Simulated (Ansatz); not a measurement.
# Al₃Br₆H₃: what the fields show

Input

```
crystal:
  periodic: [false, false, false]
  atoms:
    - {symbol: Al, position_ang: [-1.393023, 0.731300, 0.913003]}
    - {symbol: Br, position_ang: [-1.345667, 2.979048, 1.056644]}
    - {symbol: Br, position_ang: [-2.939731, -0.591471, 1.873184]}
    - {symbol: H, position_ang: [0.131570, 0.103679, 1.356731]}
    - {symbol: Al, position_ang: [1.690897, -0.022303, 0.673220]}
    - {symbol: Br, position_ang: [2.592308, -1.920732, 1.477476]}
    - {symbol: Br, position_ang: [2.680223, 2.001620, 0.700990]}
    - {symbol: H, position_ang: [1.200100, -0.249892, -0.947477]}
    - {symbol: Al, position_ang: [-0.294772, -0.688829, -1.637289]}
    - {symbol: Br, position_ang: [-0.773841, -2.779964, -0.944568]}
    - {symbol: Br, position_ang: [-0.267895, 0.047606, -3.763314]}
    - {symbol: H, position_ang: [-1.280151, 0.389938, -0.758599]}
basis:
  gaussian: {orbitals: def2-TZVP, initial_orbitals: start.molden}
hamiltonian: {xc: pbe0, dispersion: d4}
scf: {omitted_lower_state_checks: [starts]}
output: {orbitals: {seedname: orbitals}}
```

Launched as:

```sh
ansatz run in.yaml --threads 4 --pin off --events-out ev --progress --plain --max-ram 6963MiB
```

Geometry: PBE-D4/def2-SVP.

The calculation used RKS PBE0-D4/def2-TZVP (Ansatz 0.2.0).

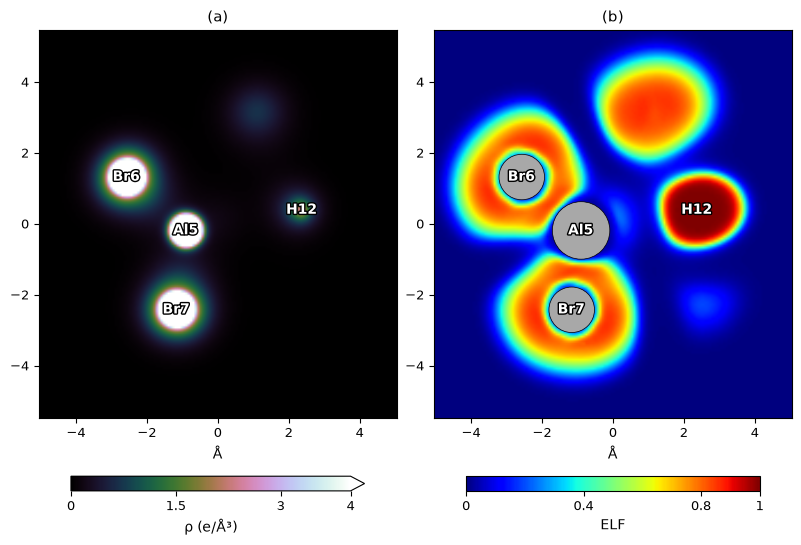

Figure 1. (a) total electron density; (b) electron localisation function on the plane of atoms Br6, Al5 and Br7. Grey discs cover the atomic cores in the ELF map.

Question: What do the fields say about this system?

Answer: The plane passes through Al, Br and H nuclei.
Al–Br (2.25 Å): ρ is about 0.67 e/Å³ halfway; the ELF peaks at about 0.85 in the valence shell of Br, 1.1 Å from its nucleus, and is about 0.85 at the midpoint.
The ELF also peaks beside Br7, Br6 and Br10, away from the bonds: lone-pair regions.

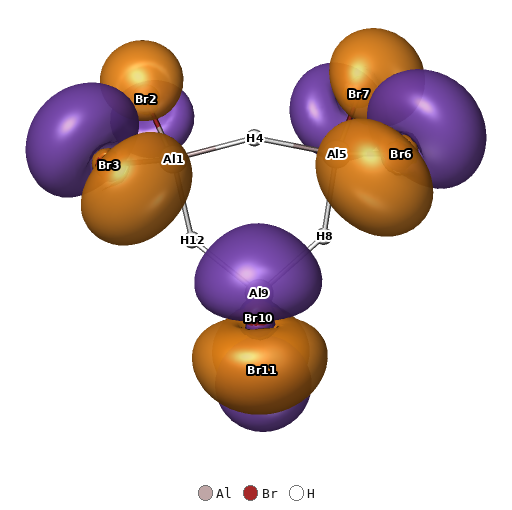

Figure 2. The HOMO−1 at ±0.06 Å⁻³ᐟ² (orange and purple are the two phases), seen across its widest extent.

Question: Where does this orbital lie, and at what energy?

Answer: By Hirshfeld shares it lies mainly on Br10 (about 30 %), Br6 (about 25 %), Br3 (about 20 %), Br7 (about 10 %) and Br11 (about 5 %); largely a combination of lone pairs on Br10, Br6, Br3, Br7 and Br11. Its energy is −8.81 eV.

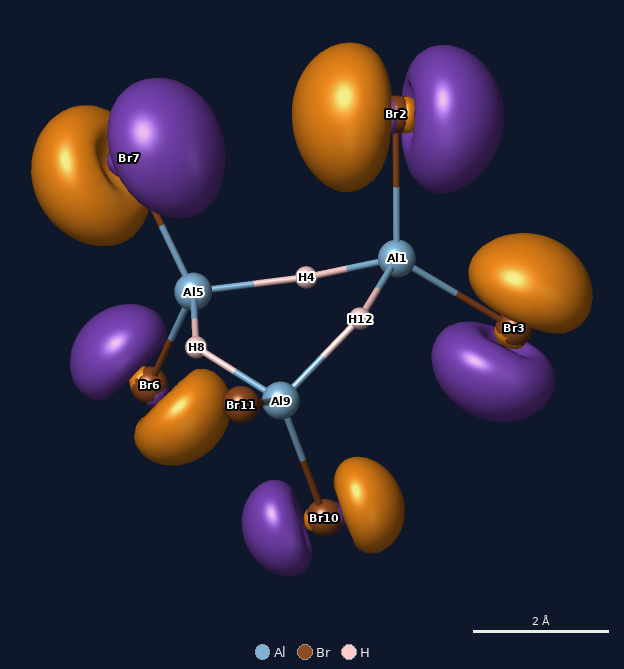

Figure 3. The HOMO at ±0.1 Å⁻³ᐟ² (orange and purple are the two phases), seen at an oblique angle.

Question: Where does this orbital lie, and at what energy?

Answer: By Hirshfeld shares it lies mainly on Br2 (about 30 %), Br7 (about 25 %), Br3 (about 20 %), Br6 (about 10 %) and Br10 (about 10 %); largely a combination of lone pairs on Br2, Br7, Br3, Br6 and Br10. Its energy is −8.72 eV.
